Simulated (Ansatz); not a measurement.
## Profile along the Mg–F line in KMgF3 (cubic perovskite)

KMgF3 (cubic perovskite)

```cif
data_F3KMg
_chemical_formula_sum 'K1 Mg1 F3'
_space_group_name_H-M_alt 'P 1'
_space_group_IT_number 1
_cell_length_a 4.05427
_cell_length_b 4.05427
_cell_length_c 4.05427
_cell_angle_alpha 90.000
_cell_angle_beta 90.000
_cell_angle_gamma 90.000
loop_
_space_group_symop_operation_xyz
  'x, y, z'
loop_
_atom_site_label
_atom_site_type_symbol
_atom_site_fract_x
_atom_site_fract_y
_atom_site_fract_z
_atom_site_occupancy
K1 K 0.50000 0.50000 0.50000 1
Mg1 Mg 0.00000 0.00000 0.00000 1
F1 F 0.00000 0.50000 0.00000 1
F2 F 0.50000 0.00000 0.00000 1
F3 F 0.00000 0.00000 0.50000 1
```

Fields along a shortest Mg–F line of a {110} plane (2.03 Å), from Mg to F, interpolated on the slice's grid (step about 0.2 Å). Calculation: PBE (plane waves to 420 eV, PAW, scalar-relativistic; Ansatz, a quantum-chemistry and plane-wave program). k mesh 8×8×8. Inside the PAW spheres the values are not all-electron values, and peaks at nuclei hang on which shells count as valence. KMgF3 was relaxed with its symmetry unable to fall.

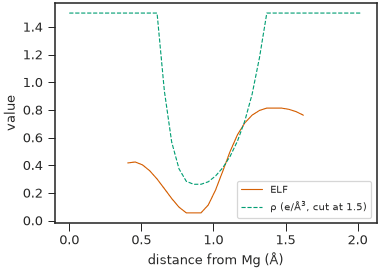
Figure: ELF (away from the nuclei) and valence density from Mg to F.

Density on the Mg–F line (2.03 Å) at its density minimum, 0.9 Å from Mg: 0.26 e/Å³. ELF at that point: 0.1. Character of the Mg–F contact (rough rule: ELF there above 0.7 covalent, below 0.2 ionic, polar between): closed-shell (ionic).
